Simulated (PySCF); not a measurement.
# S(OH)₂: structure of the triplet

Where does triplet S(OH)₂ go from a linear start, is the end point a minimum, and what are its modes, charges and moments?

Method: PBE0, basis S def2-TZVP, O def2-TZVP, H def2-TZVP, no relativity, density fitting; program: PySCF 2.14.0.

## (1) Where the work starts

5 atoms, charge 0, spin multiplicity 3.

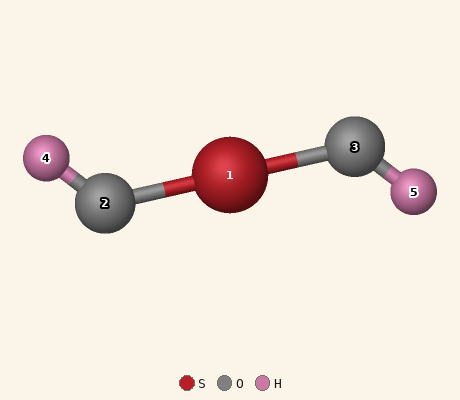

As it starts; sulfur red, oxygen grey, hydrogen pink; atoms are numbered from 1 in the order of the file.

```xyz
5
charge 0 multiplicity 3
S     0.0000    0.0000    0.0000
O     0.0000    0.0000    1.6600
O     0.0000    0.0000   -1.6600
H    -0.7354    0.0000    2.2771
H     0.7354    0.0000   -2.2771
```

## (2) The SCF at the typed geometry

One driver script runs all steps and calls PySCF; scf.py shows how it sets up the SCF of each step. The optimiser is the driver's own. After this first run the driver tries any further starts and a stability analysis.

Contents of scf.py:

```python
from pyscf import gto, scf, dft
mol = gto.M(atom='''
S      0.000000     0.000000     0.000000
O      0.000000     0.000000     1.660000
O      0.000000     0.000000    -1.660000
H     -0.735400     0.000000     2.277100
H      0.735400     0.000000    -2.277100''',
    basis={'S': 'def2-TZVP', 'O': 'def2-TZVP', 'H': 'def2-TZVP'},
    charge=0, spin=2)
mf = dft.UKS(mol, xc='PBE0')
mf.grids.atom_grid = (50, 194)
aux = {'S': 'def2-universal-JKFIT', 'O': 'def2-universal-JKFIT', 'H': 'def2-universal-JKFIT'}
mf = mf.density_fit(auxbasis=aux)
mf.conv_tol = 1e-08
mf.diis_space = 10
mf.max_cycle = 60
mf.init_guess = 'minao'
mf.verbose = 4
mf.kernel()
```

Launch:

```sh
$ OMP_NUM_THREADS=4 python axn.py task.json out
```

The program printed:

```text
init E= -549.853405079309
[... the frontier-level lines of each cycle are left out ...]
cycle= 1 E= -549.359853624885  delta_E= 0.494  |g|= 0.629  |ddm|= 1.61
cycle= 2 E= -549.042999633726  delta_E= 0.317  |g|=  1.1  |ddm|= 0.934
cycle= 3 E= -549.492763633994  delta_E= -0.45  |g|= 0.0841  |ddm|= 0.609
cycle= 4 E= -549.495986610678  delta_E= -0.00322  |g|= 0.0267  |ddm|= 0.129
cycle= 5 E= -549.496323222772  delta_E= -0.000337  |g|= 0.00381  |ddm|= 0.0404
cycle= 6 E= -549.496330671517  delta_E= -7.45e-06  |g|= 0.00083  |ddm|= 0.00486
cycle= 7 E= -549.496331593264  delta_E= -9.22e-07  |g|= 0.000242  |ddm|= 0.00182
cycle= 8 E= -549.496331701081  delta_E= -1.08e-07  |g|= 9.99e-05  |ddm|= 0.000533
cycle= 9 E= -549.496331711628  delta_E= -1.05e-08  |g|= 1.89e-05  |ddm|= 0.000185
cycle= 10 E= -549.496331711939  delta_E= -3.1e-10  |g|= 2.76e-06  |ddm|= 3.37e-05
Extra cycle  E= -549.496331711948  delta_E= -9.09e-12  |g|= 1.9e-06  |ddm|= 5.4e-06
converged SCF energy = -549.496331711948  <S^2> = 2.0056802  2S+1 = 3.0037844
```

This step, with its further starts and checks, took 8.6 s on 4 threads of Arm Neoverse V1, shared host.

Energies from each starting density:

| start | energy (Eh) |
| --- | --- |
| the minimal-basis guess | -549.496332 |
| a thermally smeared density | -549.496332 |
| a smeared PBE density | -549.496332 |

The test of internal stability and the other starts found no lower solution of this spin.

## (3) Linear start, triplet: relaxation

The program finds C2h symmetry in the start, which this walk keeps.

scf.py: that of step 2 with these lines changed.

```diff
@@ -5 +5 @@
-O      0.000000     0.000000    -1.660000
+O     -0.000000     0.000000    -1.660000
@@ -17 +16,0 @@
-mf.init_guess = 'minao'
```

Energy and gradient, step by step:

| step | energy (Eh) | change (kJ/mol) | largest symmetric gradient (Eh/bohr) |
| --- | --- | --- | --- |
| 0 | -549.496332 | 0.00 | 0.02682 |
| 1 | -549.499915 | -9.41 | 0.00540 |
| 2 | -549.500504 | -10.95 | 0.00394 |
| 3 | -549.500970 | -12.18 | 0.00356 |
| 4 | -549.501091 | -12.50 | 0.00112 |
| 5 | -549.501122 | -12.58 | 0.00029 |
| 6 | -549.501122 | -12.58 | 0.00005 |

The walk took 8.9 s.

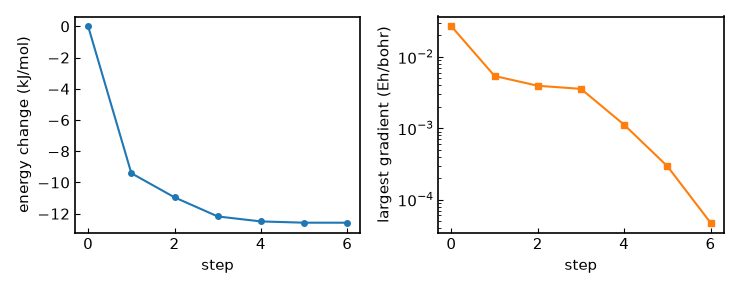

Energy and largest gradient along the walk.

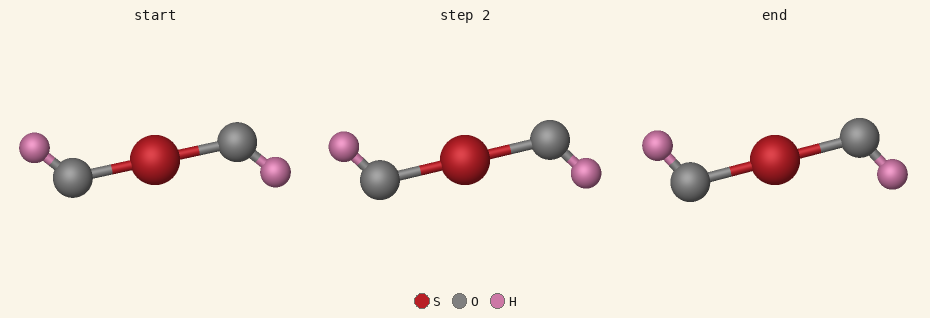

The geometry along the walk, at one scale.

After 6 steps and 12.6 kJ/mol it ends at C2h: O–H 0.966 Å (×2), S–O 1.728 Å (×2); H–O–S 117.6° (×2), O–S–O 180.0°.

## (4) Hessian and properties

The point is checked on the finer grid, and tightened if its gradient asks for it. The Hessian and the dipole derivatives come from central differences of analytic gradients, with steps of 0.02 bohr.

scf.py: that of step 3 with these lines changed.

```diff
@@ -4,4 +4,4 @@
-O      0.000000     0.000000     1.660000
-O     -0.000000     0.000000    -1.660000
-H     -0.735400     0.000000     2.277100
-H      0.735400     0.000000    -2.277100''',
+O      0.071409     0.000000     1.726422
+O     -0.071409     0.000000    -1.726422
+H     -0.765823     0.000000     2.208728
+H      0.765823     0.000000    -2.208728''',
@@ -11 +11 @@
-mf.grids.atom_grid = (50, 194)
+mf.grids.atom_grid = (75, 302)
@@ -14 +14 @@
-mf.conv_tol = 1e-08
+mf.conv_tol = 1e-10
```

The driver hands on the density of the step before, so the log starts near convergence.

Log of the central SCF (cycles and frontier levels):

```text
init E= -549.50112197927
[... the frontier-level lines of each cycle are left out ...]
cycle= 1 E= -549.501121978963  delta_E= 3.07e-10  |g|= 3.09e-05  |ddm|= 2.53e-05
cycle= 2 E= -549.501121977071  delta_E= 1.89e-09  |g|= 7.63e-05  |ddm|= 6.19e-05
cycle= 3 E= -549.50112197933  delta_E= -2.26e-09  |g|= 2.9e-06  |ddm|= 4.43e-05
cycle= 4 E= -549.501121979334  delta_E= -4.43e-12  |g|= 1.82e-07  |ddm|= 1.55e-06
Extra cycle  E= -549.501121979332  delta_E= 2.73e-12  |g|= 1.59e-07  |ddm|= 4.34e-07
converged SCF energy = -549.501121979332  <S^2> = 2.0057235  2S+1 = 3.0038132
```

The whole step took 38 s.

Geometry: C2h; O–H 0.966 Å (×2), S–O 1.728 Å (×2); H–O–S 117.6° (×2), O–S–O 180.0°.

Modes, for the most abundant isotopes:

```tsv
symmetry	ω (cm⁻¹)	IR (km/mol)	μ (u)
bu	735i	127	4.51
au	421i	293	1.04
au	262i	15.7	21.02
bu	417	79.6	1.26
ag	574	0.0	13.47
bu	630	783	14.18
ag	650	0.0	1.06
bu	3798	233	1.07
ag	3802	0.0	1.07
```

μ is the mass of the mode for normalised Cartesian displacements, not the reduced mass of the usual diatomic formula.

With 3 modes imaginary (up to 735i cm⁻¹) this point is a saddle.

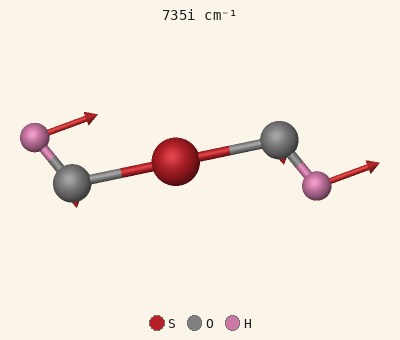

The imaginary mode, as arrows.

Properties at this point:

* Dipole moment: 0.00 D
* Highest occupied level: -6.97 eV
* Lowest empty level: -4.01 eV
* Rotational constants: 12.56, 0.1603, 0.1582 cm⁻¹
* Zero-point energy (real modes): 59.0 kJ/mol
* Principal polarisabilities: 18.3, 22.0, 60.9 bohr³
* Atomisation energy without zero-point energy: 1281 kJ/mol
* Principal traceless quadrupole moments about the centre of mass: -9.76, -2.70, 12.47 D Å
* Spin squared ⟨S²⟩: 2.006

Charges (e) and bond orders:

```json
{"atom": "S1", "Mulliken": "0.36", "Löwdin": "0.43", "polar tensor": "0.84", "spin (Mulliken)": "1.53", "Mayer order to S1": "–"}
{"atom": "O2,3", "Mulliken": "-0.49", "Löwdin": "-0.35", "polar tensor": "-0.76", "spin (Mulliken)": "0.22", "Mayer order to S1": "0.93"}
{"atom": "H4,5", "Mulliken": "0.31", "Löwdin": "0.13", "polar tensor": "0.33", "spin (Mulliken)": "0.01", "Mayer order to S1": "0.05"}
```

Outer orbital energies (eV). α occupied: -15.73, -12.78, -12.26, -11.69, -10.13, -8.41, -8.26, -6.97; empty: 0.86, 1.48, 4.45, 7.53. β occupied: -27.85, -19.04, -15.39, -11.99, -11.31, -10.25, -8.91, -7.48; empty: -4.01, -3.15, 1.05, 1.60.

Mulliken populations on S1: s 6.06, p 9.19, d 0.36, f 0.03.

## (5) Downhill along the imaginary mode

The start is the last point, displaced along its most imaginary mode.

The program finds Cs symmetry in the start, which this walk keeps. Threshold on the gradient: 0.0003 Eh/bohr, with a further test on the energy change.

scf.py: that of step 4 with these lines changed.

```diff
@@ -3,5 +3,5 @@
-S      0.000000     0.000000     0.000000
-O      0.071409     0.000000     1.726422
-O     -0.071409     0.000000    -1.726422
-H     -0.765823     0.000000     2.208728
-H      0.765823     0.000000    -2.208728''',
+S     -0.043607    -0.000000     0.008394
+O      0.116408    -0.000000     1.725460
+O     -0.026410     0.000000    -1.727385
+H     -0.788289    -0.000000     2.090850
+H      0.743356     0.000000    -2.326606''',
@@ -11 +11 @@
-mf.grids.atom_grid = (75, 302)
+mf.grids.atom_grid = (50, 194)
@@ -14 +14 @@
-mf.conv_tol = 1e-10
+mf.conv_tol = 1e-08
```

Energy and gradient, step by step:

| step | energy (Eh) | change (kJ/mol) | largest symmetric gradient (Eh/bohr) |
| --- | --- | --- | --- |
| 0 | -549.504247 | 0.00 | 0.02357 |
| 1 | -549.511386 | -18.74 | 0.00898 |
| 2 | -549.513562 | -24.46 | 0.02096 |
| 3 | -549.515261 | -28.92 | 0.00860 |
| 4 | -549.516064 | -31.03 | 0.00827 |
| 5 | -549.516321 | -31.70 | 0.00260 |
| 6 | -549.516358 | -31.80 | 0.00167 |
| 7 | -549.516361 | -31.81 | 0.00091 |
| 8 | -549.516362 | -31.81 | 0.00012 |

The walk took 12 s.

Positions (Å) and forces (eV/Å) along the way:

```
step 0
S   -0.044   0.000   0.008  -1.212   0.000   0.193
O    0.116   0.000   1.725   0.248   0.000  -0.020
O   -0.026   0.000  -1.727   0.792   0.000  -0.350
H   -0.788   0.000   2.091   0.406   0.000  -0.205
H    0.743   0.000  -2.327  -0.234   0.000   0.382
step 1
S   -0.203   0.000  -0.014  -0.341   0.000   0.120
O    0.142   0.000   1.681   0.035   0.000  -0.340
O   -0.017   0.000  -1.749   0.020   0.000  -0.129
H   -0.725   0.000   2.120   0.228   0.000  -0.112
H    0.803   0.000  -2.266   0.058   0.000   0.462
step 4
S   -0.341   0.000  -0.071  -0.134   0.000  -0.016
O    0.170   0.000   1.557   0.088   0.000   0.116
O   -0.068   0.000  -1.777   0.425   0.000  -0.330
H   -0.628   0.000   2.105   0.015   0.000   0.014
H    0.870   0.000  -2.043  -0.394   0.000   0.216
step 8
S   -0.372   0.000  -0.086   0.000   0.000   0.006
O    0.174   0.000   1.537  -0.004   0.000   0.000
O   -0.070   0.000  -1.796   0.002   0.000  -0.003
H   -0.607   0.000   2.109   0.003   0.000  -0.003
H    0.876   0.000  -1.993  -0.001   0.000   0.000
```

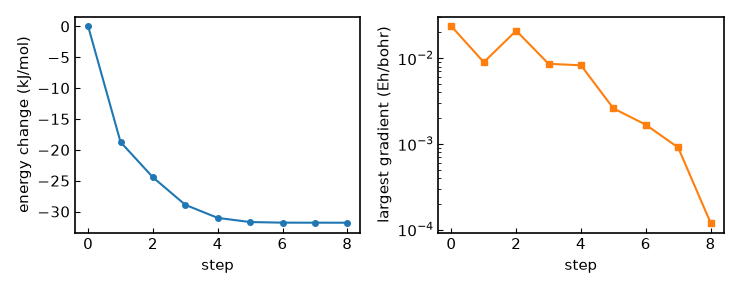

Energy and largest gradient along the walk.

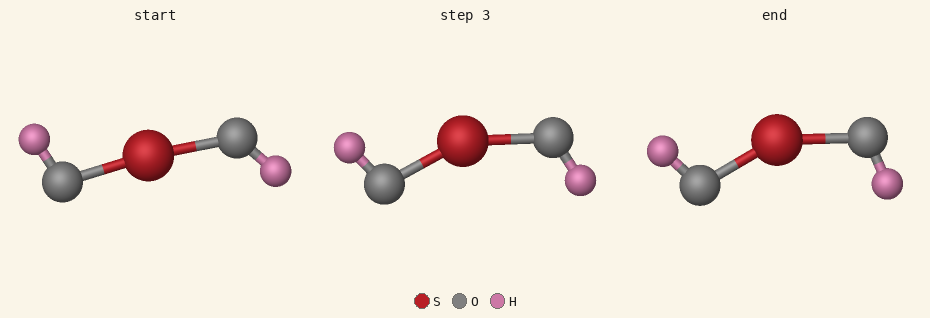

Start and end of the relaxation, with a step between.

End point (Cs, 8 steps, 31.8 kJ/mol gained): O–H 0.966 Å, O–H 0.968 Å, S–O 1.713 Å, S–O 1.737 Å; H–O–S 107.5°, H–O–S 111.8°, O–S–O 151.4°.

## (6) Vibrations and properties at this point

The same treatment as at the point before.

scf.py: that of step 5 with these lines changed.

```diff
@@ -3,5 +3,5 @@
-S     -0.043607    -0.000000     0.008394
-O      0.116408    -0.000000     1.725460
-O     -0.026410     0.000000    -1.727385
-H     -0.788289    -0.000000     2.090850
-H      0.743356     0.000000    -2.326606''',
+S     -0.221106    -0.000000     0.016672
+O      0.325244    -0.000000     1.640406
+O      0.081243     0.000000    -1.693520
+H     -0.456625    -0.000000     2.211273
+H      1.026926     0.000000    -1.890180''',
@@ -11 +11 @@
-mf.grids.atom_grid = (50, 194)
+mf.grids.atom_grid = (75, 302)
@@ -14 +14 @@
-mf.conv_tol = 1e-08
+mf.conv_tol = 1e-10
```

SCF at the final geometry:

```text
init E= -549.516367204294
[... the frontier-level lines of each cycle are left out ...]
cycle= 1 E= -549.516367204293  delta_E= 6.82e-13  |g|= 1.71e-06  |ddm|= 2.25e-06
Extra cycle  E= -549.516367204288  delta_E= 5e-12  |g|= 3.29e-06  |ddm|= 2.88e-06
converged SCF energy = -549.516367204288  <S^2> = 2.0073874  2S+1 = 3.0049209
```

The whole step took 61 s on 4 threads of Arm Neoverse V1, shared host.

Geometry: Cs; O–H 0.966 Å, O–H 0.968 Å, S–O 1.713 Å, S–O 1.737 Å; H–O–S 107.5°, H–O–S 111.8°, O–S–O 151.4°.

Harmonic modes (main isotopes):

```
symmetry  ω (cm⁻¹)  IR (km/mol)  μ (u)
     a''       196          231   1.05
      a'       292         24.9   4.88
     a''       357         29.3   1.63
      a'       568          220  11.45
      a'       617          177  16.40
      a'       885         14.5   1.09
      a'       993          104   1.20
      a'      3768         93.6   1.07
      a'      3815         90.5   1.07
```

μ is the mass of the mode for normalised Cartesian displacements, not the reduced mass of the usual diatomic formula.

No imaginary mode, so this is a minimum.

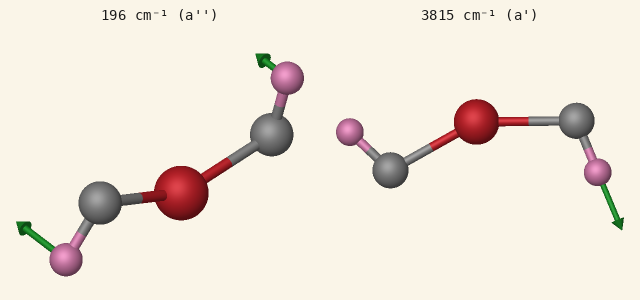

Displacements of 2 of the modes, as arrows (one member where a mode is degenerate).

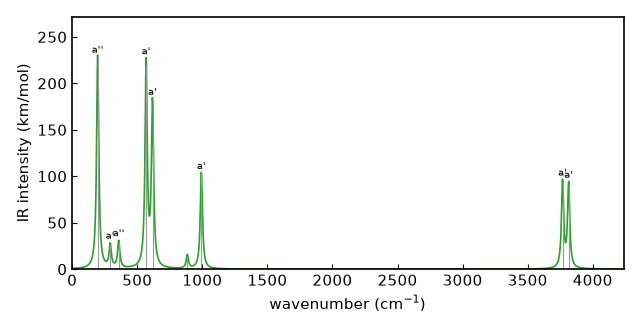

The harmonic infrared spectrum (widths in cm⁻¹). Lines are broadened to a width of 20 cm⁻¹ (Lorentzian).

Constants and moments:

```
Dipole moment                                                   : 0.57 D
Highest occupied level                                          : -6.98 eV
Lowest empty level                                              : -3.03 eV
Rotational constants                                            : 3.729, 0.1728, 0.1651 cm⁻¹
Zero-point energy                                               : 68.7 kJ/mol
Principal polarisabilities                                      : 18.0, 22.5, 52.8 bohr³
Atomisation energy without zero-point energy                    : 1321 kJ/mol
Principal traceless quadrupole moments about the centre of mass : -8.98, -2.31, 11.29 D Å
Entropy at 298.15 K and 1 bar (electronic part: spin only)      : 288.2 J/(mol K)
Heat capacity Cp at 298.15 K                                    : 67.1 J/(mol K)
Enthalpy at 298.15 K above 0 K                                  : 14.58 kJ/mol
Rotational symmetry number                                      : 1
Spin squared ⟨S²⟩                                               : 2.007
```

Populations by atom (charges in e):

```
atom  Mulliken  Löwdin  polar tensor  spin (Mulliken)  Mayer order to S1
  S1      0.25    0.37          0.93             1.40                  –
  O2     -0.45   -0.33         -0.73             0.23               0.99
  O3     -0.44   -0.31         -0.75             0.36               0.98
  H4      0.31    0.14          0.26             0.03               0.04
  H5      0.32    0.14          0.29            -0.01               0.04
```

Mulliken populations on S1: s 5.97, p 9.42, d 0.33, f 0.03.

## (7) All stationary points

| spin | group | bonds | imaginary modes (cm⁻¹) | ΔE (kJ/mol) | with zero-point energy |
| --- | --- | --- | --- | --- | --- |
| triplet | Cs | O–H 0.966 Å, O–H 0.968 Å, S–O 1.713 Å, S–O 1.737 Å | none | 0.0 | 0.0 |
| triplet | C2h | O–H 0.966 Å (×2), S–O 1.728 Å (×2) | 735i, 421i, 262i | 40.0 | – |

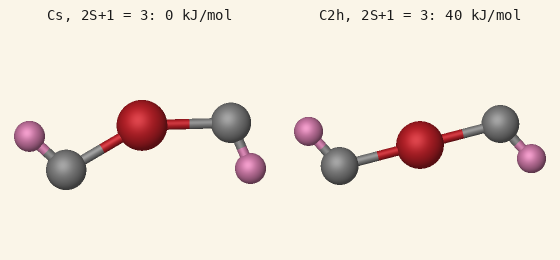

The points, lowest first (sulfur red, oxygen grey, hydrogen pink).

## (8) Outcome

| quantity | value |
| --- | --- |
| minimum | triplet, Cs |
| geometry | O–H 0.966 Å, O–H 0.968 Å, S–O 1.713 Å, S–O 1.737 Å; H–O–S 107.5°, H–O–S 111.8°, O–S–O 151.4° |
| wavenumbers (cm⁻¹) | 196 (a''), 292 (a'), 357 (a''), 568 (a'), 617 (a'), 885 (a'), 993 (a'), 3768 (a'), 3815 (a') |
| dipole moment | 0.57 D |
| highest occupied, lowest empty level (either spin) | -6.98, -3.03 eV |
| polar-tensor charge of S1 | +0.93 e |
| zero-point energy | 68.7 kJ/mol |
| entropy at 298.15 K | 288.2 J/(mol K) |
| atomisation energy (no zero-point energy) | 1321 kJ/mol |
| ⟨S²⟩ | 2.007 |

What this shows: The linear start (C2h) ends in a minimum of Cs symmetry, after a stop at a higher-order saddle point 40.0 kJ/mol higher, from which it was pushed off along an imaginary mode. The strongest infrared band lies at 196 cm⁻¹ (a''). Most of the spin sits on S1 (Mulliken spin 1.40, against 2 for the whole molecule). Other starts or spin states, not run here, may lie lower.

The search up to here took 2.2 min.
